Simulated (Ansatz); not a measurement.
**SrTiO3 (I4/mcm): converging the G0W0 gap**

Wanted: a G0W0 gap for SrTiO3 (I4/mcm) that is converged in bands and cutoff, or an estimate of the limit.

Program: Ansatz 0.2.0. Level of theory: G0W0 on PBE, plane waves, PAW. Results are calculated unless marked as measured.

### Step 1. Set-up

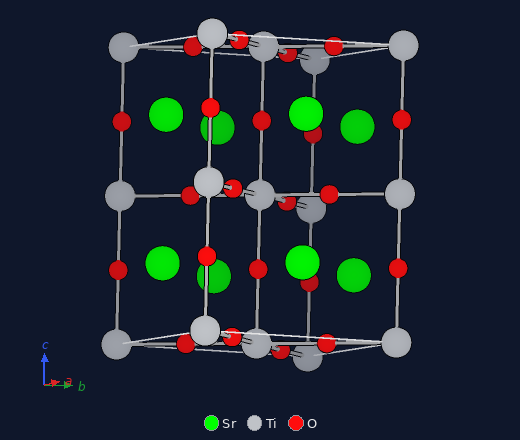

The starting structure, seen from a free direction (strontium green, titanium light grey, oxygen red). This picture shows the conventional cell, with its axes. Some periodic images of atoms are drawn too.

The cell and positions come from the Crystallography Open Database and are kept as given unless a step says otherwise. The default PAW set here is soft_2. Its files were made with PBE.

### Step 2. 89 empty bands, screening to 48 eV

Now the one-shot GW correction: screening in the RPA, then the self-energy of the levels asked for.

input.yaml reads:

```yaml
crystal:
  lattice:
    - [-2.7555, 2.7555, 3.898]
    - [2.7555, -2.7555, 3.898]
    - [2.7555, 2.7555, -3.898]
  atoms:
    - { symbol: Sr, position: [0.75, 0.25, 0.5] }
    - { symbol: Sr, position: [0.25, 0.75, 0.5] }
    - { symbol: Ti, position: [0.0, 0.0, 0.0] }
    - { symbol: Ti, position: [0.5, 0.5, 0.0] }
    - { symbol: O, position: [0.25, 0.25, 0.0] }
    - { symbol: O, position: [0.75, 0.75, 0.0] }
    - { symbol: O, position: [0.7451, 0.2451, 0.9902] }
    - { symbol: O, position: [0.2451, 0.2549, 0.5] }
    - { symbol: O, position: [0.2549, 0.7549, 0.0098] }
    - { symbol: O, position: [0.7549, 0.7451, 0.5] }
kpoints:
  mp_grid: { grid: [4, 4, 4] }
hamiltonian:
  xc: pbe
scf:
  occupations: { method: fixed }
gw:
  n_empty_bands: 89
  ecut_chi: 48
  qp_bands: [v3, c3]
  qp_kpoints: band_edges
  screening: { model: contour_deformation }
```

On the command line:

```
> ansatz run input.yaml --threads 3 --pin off --max-ram 92160MiB --backend cuda --events-out ev --progress --plain --runs-dir out --devices 1 --max-vram 13GiB  # rebuilt from the run's record
```

Numbers of over 12 decimals in the logs are rounded to 6 here.

Output:

```text
GPUs: using 1 of 1 available (devices: 1).
Engine: ansatz 0.2.0, x86_64-unknown-linux-gnu
Pseudopotentials: kind: paw
Pseudopotential: Sr, paw, valence charge 10, recommended cutoff 420 eV (normal), Sr.paw.azcp
Pseudopotential: Ti, paw, valence charge 12, recommended cutoff 420 eV (normal), Ti.paw.azcp
Pseudopotential: O, paw, valence charge 6, recommended cutoff 420 eV (normal), O.paw.azcp
Functional definition: PBE
  parameter kappa = 0.804
  parameter beta = 0.066725
  exchange = pbe_x(kappa = kappa, mu = beta*pi^2/3)
  correlation = pbe_c(beta = beta)
device memory: the entry about to start is reckoned to put 2.7 GiB on a device that reports 60.6 GiB free (of which the cap on the GPU budget leaves the run 13.0 GiB)
GPU FFT provider: cuFFT
GPU libraries: cuBLAS 13.8.2, cuFFT 12.4.0, cuSOLVER 12.3.4
Crystal: 10 atoms, lattice volume = 118.387 Å³
Basis set: ecut = 420 eV, 2277 PW (Γ)
Bands: 50, of which v1, the nominal top of the filled ones, is band 40 counted from 1 (39 counted from 0)
Symmetry: 16 space group operations
Space group: I4/mcm (ITA 140), of the structure as read, at distance tolerance 4.9e-5 Å
k-points: 13 of 64
Non-local potential: Sr, projectors of the file, l = 0: 3, l = 1: 2, l = 2: 2
Non-local potential: Ti, projectors of the file, l = 0: 3, l = 1: 2, l = 2: 3, l = 3: 1
Non-local potential: O, projectors of the file, l = 0: 2, l = 1: 2, l = 2: 1
PAW form: soft (Blöchl's): semilocal exchange-correlation on the pseudo side does not see the compensation charge
PAW one-centre angular grid: Sr, 110 points (default); XC on 64 Gauss nodes
PAW one-centre angular grid: Ti, 590 points (default); XC on 64 Gauss nodes
PAW one-centre angular grid: O, 110 points (default); XC on 64 Gauss nodes
Initial density: superposition of atomic densities (neutral atoms: chi_scale 0, normalization atom), corrected by the library's trained network
Initial wavefunctions: pseudopotential atomic-orbital guess
GPU buffer pool allocated for 64000 grid points (all kernels)
GPU transforms: local potential and band sums: pruned to the plane-wave sphere, on 40×40×40
Functional: x = pbe(κ = 0.804, μ = 0.219515), c = pbe(β = 0.066725)
SCF iter   1: F=—  HF=-15508.912014 eV  |F-HF|=—  |Δ(HF+E_count)|=         —  Δρ=1.97e-3  dr2=2.34e-3  ethr=1.77e-3  ⟨swp⟩=4.8  Hψ=2568  notcnv=0  defer=76
preconditioner: auto → Resta (q_TF=auto, 2.556 Å⁻¹)  ε∞=5.7  [insulator: Δε(μ)=1.885 eV  Ē_g=12.219 eV  n_scr=26 (ndim 8)  ℏωp=26.4 eV  f_vac=0.000  ε∞_Penn≈5.7]
SCF iter   2: F=—  HF=-15508.913482 eV  |F-HF|=—  |Δ(HF+E_count)|=   1.47e-3  Δρ=1.09e-3  dr2=6.51e-4  ethr=2.93e-6  ⟨swp⟩=3.2  Hψ=1494  notcnv=0  defer=100
SCF iter   3: F=—  HF=-15508.913584 eV  |F-HF|=—  |Δ(HF+E_count)|=   1.02e-4  Δρ=5.63e-4  dr2=9.17e-5  ethr=8.14e-7  ⟨swp⟩=2.0  Hψ=881  notcnv=0  defer=97
SCF iter   4: F=—  HF=-15508.913676 eV  |F-HF|=—  |Δ(HF+E_count)|=   9.20e-5  Δρ=2.14e-4  dr2=1.43e-5  ethr=1.15e-7  ⟨swp⟩=2.0  Hψ=912  notcnv=0  defer=70
SCF iter   5: F=—  HF=-15508.913692 eV  |F-HF|=—  |Δ(HF+E_count)|=   1.57e-5  Δρ=3.95e-5  dr2=1.21e-6  ethr=1.79e-8  ⟨swp⟩=2.2  Hψ=865  notcnv=0  defer=73
SCF iter   6: F=-15508.913692 eV  HF=-15508.913692 eV  |F-HF|=5.10e-9  |Δ(HF+E_count)|=   5.23e-7  Δρ=7.84e-6  dr2=7.86e-8  ethr=1.25e-10  ⟨swp⟩=11.5  Hψ=3348  notcnv=0
SCF 1 converged in 6 iterations: F = -15508.913692 eV  dr2 = 7.86e-8
  greatest PAW one-centre occupation: 0.999 electrons in one spin orbital (limit 2), on the Ti atom at site 3 (counted from 0), in its partial waves of l = 0
device memory: the entry about to start is reckoned to put 3.4 GiB on a device that reports 60.8 GiB free (of which the cap on the GPU budget leaves the run 13.0 GiB)
NSCF: frozen V_eff on 13 k-points
the band table was solved once the SCF had ended and its energy, with any forces and stress, was formed, with the checks that follow a solve (2541 applications of the Hamiltonian). They found nothing against the state; the energy, forces and stress were not computed again (output.eigenvalues in the input reference)
device memory: the entry about to start is reckoned to put 3.9 GiB on a device that reports 60.8 GiB free (of which the cap on the GPU budget leaves the run 13.0 GiB)
NSCF: frozen V_eff on 13 k-points
G₀W₀ screening: q 1/13
[... further progress lines ...]
device memory: the entry about to start is reckoned to put 0.8 GiB on a device that reports 60.5 GiB free (of which the cap on the GPU budget leaves the run 13.0 GiB)
NSCF: frozen V_eff on 1 k-points
device memory: the entry about to start is reckoned to put 0.8 GiB on a device that reports 60.5 GiB free (of which the cap on the GPU budget leaves the run 13.0 GiB)
NSCF: frozen V_eff on 1 k-points
SCF converged after 6 iterations
Free energy (F): -15508.913692 eV
Harris-Foulkes:  -15508.913692 eV  (|F-HF|=5.10e-9)
Internal energy: -15508.913692 eV  (E = F + TS)
E sigma→0 (E₀):  -15508.913692 eV
Fermi energy:    10.073781 eV
--- Per-component energies (eV) ---
  E_band       = -402.773756
  E_kinetic    = 2098.528014
  E_local      = -4752.507083  (includes V_loc(G=0)·N_el)
  E_nonlocal   = 696.182855
  E_hartree    = 1664.766453
  E_xc         = -993.732096
  E_vxc        = -1145.585858  (∫ρ·V_xc dr)
  E_paw        = -8427.703439  (= ΣΔE_a)
  E_vpaw       = -628.929718  (= ΣTr[D̂ρ^β])
[...]
valence top: of the k-points left out ik 10 came nearest to being solved in a further pass, in band 40 (counted from 1, as in the quasiparticle table): it holds the edge there only if its correction is more favourable than any solved in that band by at least 0.524 eV; those differ by 0.085 eV
    conduction bottom: of the k-points left out ik 10 came nearest to being solved in a further pass, in band 41 (counted from 1, as in the quasiparticle table): it holds the edge there only if its correction is more favourable than any solved in that band by at least 1.022 eV; those differ by 0.063 eV
  `?` marks the rows in doubt; gw_qp.tsv's column doubts and the gw_qp event give each row's grounds
    ik  band        ε_KS         Σx   Σc(E_QP)       V_xc       Z   E_QP_lin       E_QP  E_QP is
     0    38     10.0677   -26.0682     5.0839   -21.0074  0.7328    10.0908    10.0908  root
     0    39     10.0738   -26.0792     5.0824   -21.0213  0.7328    10.0983    10.0983  root
     0    40     10.0738   -26.0792     5.0824   -21.0213  0.7328    10.0983    10.0983  root
     0    41     11.9745   -12.6542    -5.8268   -20.2870  0.7492    13.8696    13.7805  root
     0    42     11.9745   -12.6542    -5.8268   -20.2870  0.7492    13.8696    13.7805  root
     0    43     11.9752   -12.6496    -5.8318   -20.2883  0.7492    13.8715    13.7821  root
     1    38      9.4918   -26.1139     4.8843   -21.2811  0.7378     9.5432     9.5432  root
     1    39      9.4919   -26.1151     4.8847   -21.2823  0.7378     9.5437     9.5437  root
     1    40     10.0307   -25.9912     5.0808   -20.9291  0.7324    10.0494    10.0494  root
     1    41     12.0556   -12.7995    -5.9410   -20.5704  0.7461    13.9833    13.8854  root
     1    42     13.0387   -14.2130    -5.8361   -21.8723  0.7277    14.9721    14.8618  root ?
     1    43     13.0399   -14.2158    -5.8366   -21.8757  0.7277    14.9736    14.8632  root ?
     2    38      9.3564   -26.1044     4.9741   -21.1530  0.7364     9.3792     9.3792  root
     2    39      9.3568   -26.1045     4.9740   -21.1529  0.7364     9.3792     9.3792  root
     2    40      9.9880   -25.9012     5.0773   -20.8363  0.7320    10.0005    10.0005  root
     2    41     12.1411   -12.9694    -6.0645   -20.8890  0.7428    14.1038    13.9961  root ?
     2    42     13.9094   -14.8697    -6.4797   -23.2149  0.7039    15.9376    15.7750  root ?
     2    43     13.9100   -14.8642    -6.4807   -23.2101  0.7039    15.9378    15.7753  root ?
     3    38      9.6695   -25.4892     5.0619   -20.3941  0.7294     9.6362     9.6363  root
     3    39      9.6711   -25.4959     5.0613   -20.4019  0.7295     9.6383     9.6384  root
     3    40      9.8818   -25.8811     5.0968   -20.7805  0.7308     9.8779     9.8779  root
     3    41     12.5122   -13.2990    -5.8854   -21.0040  0.7393    14.4310    14.3318  root
     3    42     12.5988   -13.5042    -5.7867   -21.0978  0.7379    14.5025    14.4056  root
     3    43     12.5997   -13.5072    -5.7871   -21.1015  0.7378    14.5038    14.4069  root
     4    38      8.8995   -24.5503     5.0123   -19.4267  0.7201     8.7879     8.7882  root
     4    39      9.1014   -25.5472     4.8981   -20.6781  0.7288     9.1305     9.1305  root
     4    40      9.7708   -25.6854     5.0849   -20.5815  0.7299     9.7517     9.7517  root
     4    41     12.6676   -13.6649    -5.9697   -21.4764  0.7340    14.6193    14.5095  root ?
     4    42     13.6967   -14.3347    -6.4477   -22.6455  0.7115    15.7081    15.5598  root ?
     4    43     13.7029   -14.3266    -6.3827   -22.5651  0.7123    15.7034    15.5588  root ?
     5    38      9.1695   -25.1947     5.0348   -20.1076  0.7244     9.1172     9.1172  root
     5    39      9.4505   -25.4597     5.1209   -20.2781  0.7259     9.3899     9.3900  root
[...]
5    41     13.4747   -13.8374    -6.5280   -22.2348  0.7173    15.4859    15.3441  root ?
     5    42     13.4747   -13.8374    -6.5280   -22.2348  0.7173    15.4859    15.3441  root ?
     5    43     13.5259   -13.7872    -6.3969   -22.0341  0.7184    15.5098    15.3759  root ?
[...]
7    41     13.1036   -14.1975    -6.0822   -22.1360  0.7242    15.0848    14.9599  root ?
     7    42     13.1036   -14.1975    -6.0822   -22.1360  0.7242    15.0848    14.9599  root ?
     7    43     13.9129   -14.8166    -6.5444   -23.2338  0.7036    15.9519    15.7857  root ?
[...]
8    42     13.0379   -14.2120    -5.8360   -21.8710  0.7278    14.9712    14.8609  root ?
     8    43     13.0379   -14.2120    -5.8360   -21.8710  0.7278    14.9712    14.8609  root ?
[...]
9    39      9.1036   -25.5474     4.8989   -20.6773  0.7288     9.1324     9.1324  root
     9    40      9.7709   -25.6873     5.0849   -20.5834  0.7299     9.7519     9.7519  root
     9    41     12.6693   -13.6681    -5.9697   -21.4798  0.7340    14.6212    14.5113  root ?
     9    42     13.6925   -14.3363    -6.3906   -22.5849  0.7124    15.6957    15.5504  root ?
     9    43     13.6929   -14.3427    -6.4406   -22.6460  0.7116    15.7036    15.5556  root ?
    11    38      8.7683   -25.7504     4.8512   -20.9085  0.7333     8.7777     8.7777  root
    11    39      9.4349   -25.1958     5.0253   -20.1161  0.7266     9.3805     9.3806  root
    11    40      9.4355   -25.1995     5.0256   -20.1198  0.7266     9.3813     9.3814  root
    11    41     13.1034   -14.1981    -6.0814   -22.1359  0.7242    15.0846    14.9597  root ?
    11    42     13.1052   -14.2013    -6.0814   -22.1390  0.7242    15.0865    14.9615  root ?
    11    43     13.9108   -14.7798    -6.5475   -23.1992  0.7038    15.9481    15.7826  root ?
    12    38      9.3588   -26.1042     4.9738   -21.1529  0.7364     9.3813     9.3813  root
    12    39      9.3588   -26.1042     4.9738   -21.1529  0.7364     9.3813     9.3813  root
    12    40      9.9871   -25.9020     5.0774   -20.8370  0.7320     9.9995     9.9995  root
    12    41     12.1427   -12.9723    -6.0649   -20.8926  0.7427    14.1059    13.9980  root ?
    12    42     13.8930   -14.8422    -6.4978   -23.2092  0.7042    15.9257    15.7623  root ?
    12    43     13.8930   -14.8422    -6.4978   -23.2092  0.7042    15.9257    15.7623  root ?
```

It took 6.7 s on 1 × NVIDIA H100 80GB HBM3 (shared by 6 runs) with 3 threads of AMD EPYC 7R13 (Zen 3), shared host; peak memory 1.2 GiB.

This step gave:

| Property | Result |
| --- | --- |
| bands summed | 129 |
| RPA ε∞ on this mesh (eigenvalues) | 6.244, 6.244, 6.245 |
| plane waves in the screening matrix | 89 |
| q-points in the mesh | 64 |
| G0W0 gap on the mesh | 3.682 eV |
| k of the valence top | 0, 0, 0 |
| k of the conduction bottom | 0, 0, 0 |
| starting gap on the mesh | 1.901 eV |
| Z at the valence top | 0.7328 |
| Z at the conduction bottom | 0.7492 |
| least direct G0W0 gap on the computed points | 3.682 eV |

The gap on the mesh goes from 1.90 eV to 3.68 eV, a correction of +1.78 eV. Between the two edge states, bare exchange in place of the xc potential would open the gap by 12.69 eV, and correlation takes back 10.91 eV.

### Step 3. 252 empty bands, screening to 96 eV

Bands and screening cutoff are moved together, since each hides the error of the other.

Changes to input.yaml since step 2:

```diff
@@ -23,4 +23,4 @@
 gw:
-  n_empty_bands: 89
-  ecut_chi: 48
+  n_empty_bands: 252
+  ecut_chi: 96
   qp_bands: [v3, c3]
```

Output:

```text
GPUs: using 1 of 1 available (devices: 1).
[...]
GPU FFT provider: cuFFT
GPU libraries: cuBLAS 13.8.2, cuFFT 12.4.0, cuSOLVER 12.3.4
Crystal: 10 atoms, lattice volume = 118.387 Å³
Basis set: ecut = 420 eV, 2277 PW (Γ)
Bands: 50, of which v1, the nominal top of the filled ones, is band 40 counted from 1 (39 counted from 0)
Symmetry: 16 space group operations
[...]
k-points: 13 of 64
[...]
GPU buffer pool allocated for 64000 grid points (all kernels)
[...]
SCF iter   1: F=—  HF=-15508.912014 eV  |F-HF|=—  |Δ(HF+E_count)|=         —  Δρ=1.97e-3  dr2=2.34e-3  ethr=1.77e-3  ⟨swp⟩=4.8  Hψ=2568  notcnv=0  defer=76
[...]
SCF iter   6: F=-15508.913692 eV  HF=-15508.913692 eV  |F-HF|=5.10e-9  |Δ(HF+E_count)|=   5.23e-7  Δρ=7.84e-6  dr2=7.86e-8  ethr=1.25e-10  ⟨swp⟩=11.5  Hψ=3348  notcnv=0
SCF 1 converged in 6 iterations: F = -15508.913692 eV  dr2 = 7.86e-8
[...]
NSCF: frozen V_eff on 13 k-points
[...]
G₀W₀ screening: q 1/13
[... further progress lines ...]
[...]
SCF converged after 6 iterations
Free energy (F): -15508.913692 eV
[...]
Internal energy: -15508.913692 eV  (E = F + TS)
E sigma→0 (E₀):  -15508.913692 eV
Fermi energy:    10.073781 eV
[...]
--- Band table (eV; the first three rows and the last of 13) ---
  k-point 0: bands = [... 36 lower, 9.7353, 10.0677, 10.0738, 10.0738, 11.9745, 11.9745, 11.9752, 14.4374, ... 6 higher]
  k-point 1: bands = [... 36 lower, 9.4058, 9.4918, 9.4919, 10.0307, 12.0556, 13.0387, 13.0399, 14.1987, ... 6 higher]
  k-point 2: bands = [... 36 lower, 8.5181, 9.3564, 9.3568, 9.9880, 12.1411, 13.9094, 13.9100, 13.9171, ... 6 higher]
  k-point 12: bands = [... 36 lower, 8.5138, 9.3588, 9.3588, 9.9871, 12.1427, 13.8930, 13.8930, 13.9385, ... 6 higher]
[...]
0    38     10.0677   -26.0682     4.8671   -21.0074  0.7237     9.8734     9.8741  root
     0    39     10.0738   -26.0792     4.8655   -21.0213  0.7237     9.8807     9.8814  root
     0    40     10.0738   -26.0792     4.8655   -21.0213  0.7237     9.8807     9.8814  root
     0    41     11.9745   -12.6542    -6.2768   -20.2870  0.7432    13.3690    13.3305  root
     0    42     11.9745   -12.6542    -6.2768   -20.2870  0.7432    13.3690    13.3305  root
     0    43     11.9752   -12.6496    -6.2818   -20.2883  0.7432    13.3707    13.3321  root
     1    38      9.4918   -26.1139     4.6367   -21.2811  0.7307     9.2949     9.2957  root
     1    39      9.4919   -26.1151     4.6368   -21.2823  0.7307     9.2952     9.2959  root
[...]
12    40      9.9871   -25.9020     4.8608   -20.8370  0.7231     9.7821     9.7829  root
    12    41     12.1427   -12.9723    -6.5146   -20.8926  0.7366    13.5928    13.5483  root
    12    42     13.8930   -14.8422    -6.9167   -23.2092  0.6961    15.4158    15.3434  root
    12    43     13.8930   -14.8422    -6.9167   -23.2092  0.6961    15.4158    15.3434  root
```

It took 9.7 s on 1 × NVIDIA H100 80GB HBM3 (shared by 6 runs) with 3 threads; peak memory 1.4 GiB.

Numbers from this step:

| Quantity | Value |
| --- | --- |
| bands summed | 292 |
| RPA ε∞ on this mesh (eigenvalues) | 6.209, 6.209, 6.210 |
| plane waves in the screening matrix | 259 |
| q-points in the mesh | 64 |
| G0W0 gap on the mesh | 3.449 eV |
| k of the valence top | 0, 0, 0 |
| k of the conduction bottom | 0, 0, 0 |
| starting gap on the mesh | 1.901 eV |
| Z at the valence top | 0.7237 |
| Z at the conduction bottom | 0.7432 |
| least direct G0W0 gap on the computed points | 3.449 eV |

Against the run with 4×4×4 mesh, 89 empty bands, screening to 48 eV, the gap moves by −0.23 eV.

### Step 4. 544 empty bands, screening to 160 eV

Changes to input.yaml since step 3:

```diff
@@ -23,4 +23,4 @@
 gw:
-  n_empty_bands: 252
-  ecut_chi: 96
+  n_empty_bands: 544
+  ecut_chi: 160.0
   qp_bands: [v3, c3]
```

Output:

```text
GPUs: using 1 of 1 available (devices: 1).
[...]
GPU FFT provider: cuFFT
GPU libraries: cuBLAS 13.8.2, cuFFT 12.4.0, cuSOLVER 12.3.4
Crystal: 10 atoms, lattice volume = 118.387 Å³
Basis set: ecut = 420 eV, 2277 PW (Γ)
Bands: 50, of which v1, the nominal top of the filled ones, is band 40 counted from 1 (39 counted from 0)
Symmetry: 16 space group operations
[...]
k-points: 13 of 64
[...]
1    39      9.4919   -26.1151     4.3738   -21.2823  0.7259     9.0286     9.0328  root
[...]
12    40      9.9871   -25.9020     4.6106   -20.8370  0.7180     9.5283     9.5327  root
    12    41     12.1427   -12.9723    -6.7588   -20.8926  0.7334    13.3324    13.3042  root
    12    42     13.8930   -14.8422    -7.1891   -23.2092  0.6915    15.1157    15.0710  root
    12    43     13.8930   -14.8422    -7.1891   -23.2092  0.6915    15.1157    15.0710  root
[key lines of the parts left out:]
SCF converged after 6 iterations
Free energy (F): -15508.913692 eV
Fermi energy:    10.073781 eV
```

Wall time 36 s (1 × NVIDIA H100 80GB HBM3 (shared by 6 runs) with 3 threads); peak memory 2.2 GiB.

Numbers from this step:

```
bands summed                                 : 584
RPA ε∞ on this mesh (eigenvalues)            : 6.136, 6.136, 6.137
plane waves in the screening matrix          : 537
G0W0 gap on the mesh                         : 3.465 eV
k of the valence top                         : 0, 0, 0
k of the conduction bottom                   : 0, 0, 0
starting gap on the mesh                     : 1.901 eV
least direct G0W0 gap on the computed points : 3.465 eV
```

Against the run with 4×4×4 mesh, 252 empty bands, screening to 96 eV, the gap moves by +0.016 eV.

(Continued in part 2 of 2.)

[Paths, hosts, dates, memory and timing lines, banners, echoed tables and standing remarks are left out of the program output.]

[Logs are printed without paths, hosts, clocks, repeated set-up lines and the standing remarks that a program may print on its own settings, such as how far it seeks lower states.]

[Runs of the session that timed out or met a known fault of the program may be left out.]

[Cells called generated may have been cut or substituted from an entry of the Crystallography Open Database or the Materials Project.]

[Hosts, paths, dates, database ids (printed as entryN), source tags and the programs' standing remarks are cut or masked in the printed files.]
